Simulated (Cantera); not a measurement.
Charge: 1 mol B2O3, 1.8 mol HCl, at 0.120 bar.

Equilibrium computed with Cantera from the NASA thermochemical tables; the gas is ideal and each condensed phase is pure. Candidate condensed phases: B, B2O3, B3O3H3, H2O; 33 gas species. The tables' values for BOCl are old estimates; treat these amounts as uncertain. Gases not in the tables: H3BO3. Rates play no part.

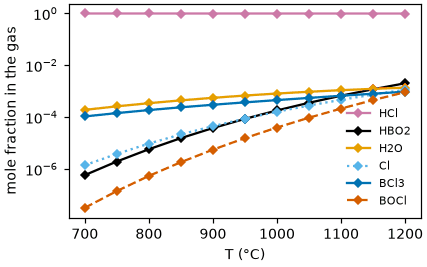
Figure. Equilibrium gas composition (values under 1e-9 drawn at 1e-9)

From 700 °C to 1200 °C the condensed part is B2O3(l).
